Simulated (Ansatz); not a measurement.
**H₇NOSi₂···H₂: density, localisation and related maps**

Input file:

```
crystal:
  periodic: [false, false, false]
  atoms:
    - {symbol: Si, position_ang: [-1.168585, 0.734027, 0.194612]}
    - {symbol: H, position_ang: [0.532520, -1.887957, 2.420056]}
    - {symbol: H, position_ang: [-1.769409, 1.742562, -0.712696]}
    - {symbol: H, position_ang: [-2.169088, 0.069682, 1.058593]}
    - {symbol: N, position_ang: [-0.059256, 1.570663, 1.179133]}
    - {symbol: H, position_ang: [0.403220, -1.783462, 1.691955]}
    - {symbol: O, position_ang: [-0.531674, -0.468255, -0.727150]}
    - {symbol: Si, position_ang: [0.700749, -0.794236, -1.748620]}
    - {symbol: H, position_ang: [0.464924, 2.360147, 0.842661]}
    - {symbol: H, position_ang: [0.356584, 1.160074, 1.997954]}
    - {symbol: H, position_ang: [1.888055, -1.263456, -0.986707]}
    - {symbol: H, position_ang: [1.080884, 0.419606, -2.522336]}
    - {symbol: H, position_ang: [0.270878, -1.859296, -2.687456]}
basis:
  gaussian: {orbitals: def2-TZVPP}
hamiltonian: {xc: pbe0, dispersion: d4}
output: {orbitals: {seedname: orbitals}}
```

Run with:

```sh
ansatz run in.yaml --threads 8 --pin off --events-out ev --progress --plain --max-ram 19148MiB
```

The product side of a reaction path; geometry: PBE0-D4/def2-TZVP.

All numbers below come from Ansatz 0.2.0, RKS PBE0-D4/def2-TZVPP.

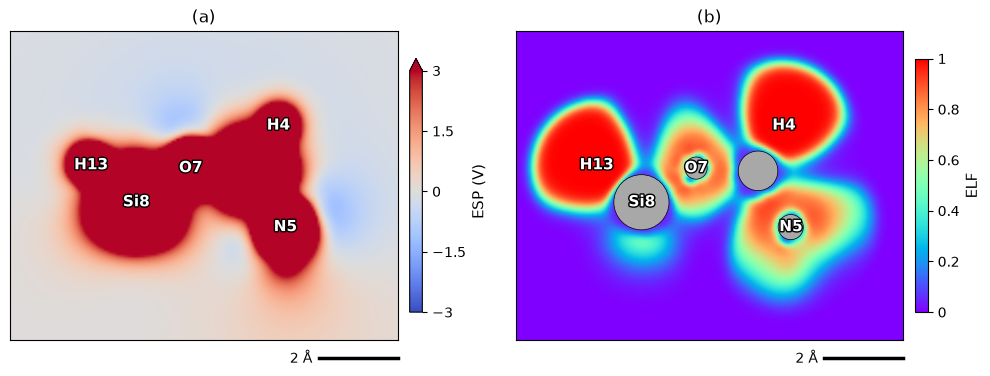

Figure 1. (a) molecular electrostatic potential; (b) electron localisation function on the plane of atoms O7, Si8 and H13. Grey discs cover the atomic cores in the ELF map.

### Read the bonding off the picture.

The section cuts through H, N, O and Si sites. Si–O (1.63 Å): the ELF peaks at about 0.85 between the atoms, as expected for a shared but strongly polarised pair. Si–H (1.48 Å): the ELF climbs to about 1 towards the hydrogen, as it does in any bond to H. The ELF also peaks beside N5 and O7, away from the bonds: lone-pair regions. Outside the dense part of the complex the potential is most negative (−1.1 V) near N5.

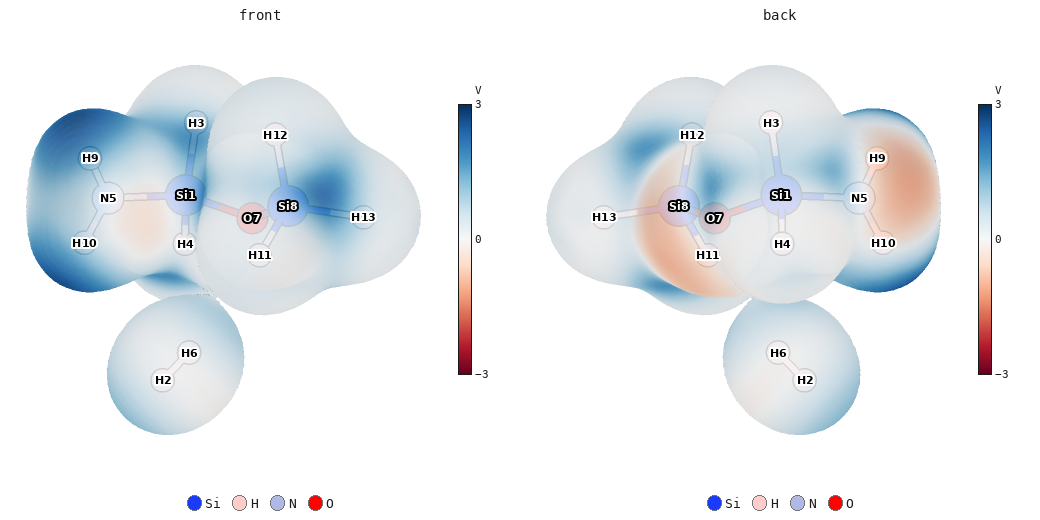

Figure 2. The molecular electrostatic potential painted on the density surface at 0.004 e/bohr³, seen from the front and from behind; red is negative and blue positive.

### Which sites attract a positive test charge, and which a negative one?

A positive charge is drawn to the negative regions and a negative charge to the positive ones. The most negative region (about −1.1 V, or −25 kcal/mol for a unit charge) lies over N5, the most positive (about +2.6 V, or +60 kcal/mol for a unit charge) over H9 and H10. N5 is the likeliest acceptor of a hydrogen bond.

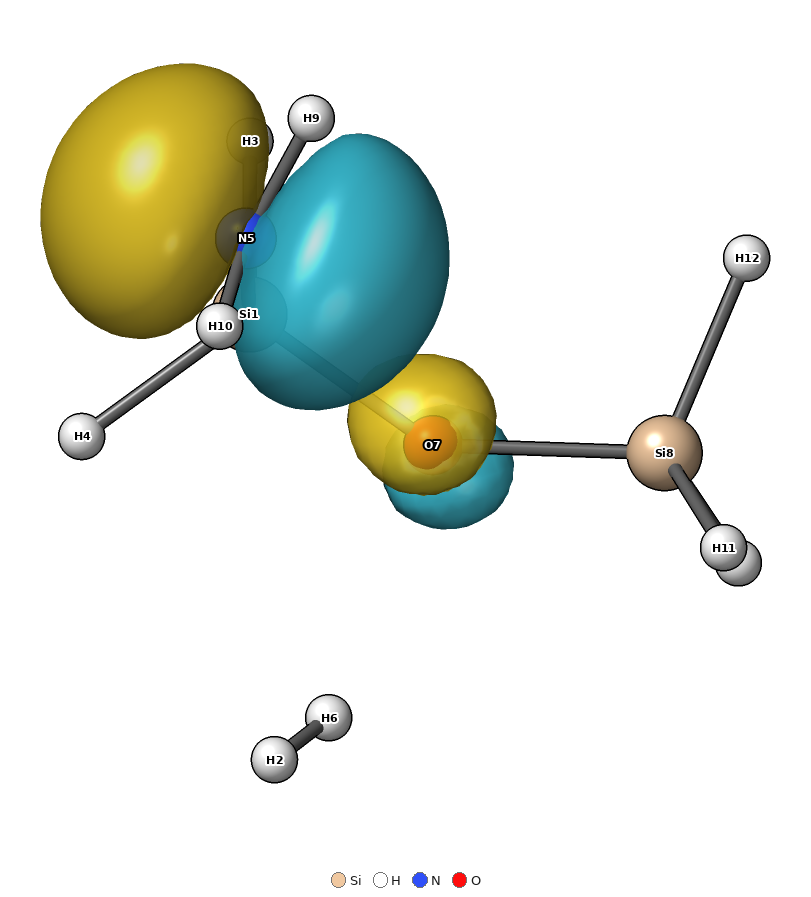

Figure 3. The HOMO at ±0.15 Å⁻³ᐟ² (yellow and cyan are the two phases), seen at a tilt.

### What is the character of this orbital?

By Hirshfeld shares it lies mainly on N5 (about 65 %) and O7 (about 5 %); largely a lone pair of N5. Its energy is −7.81 eV.
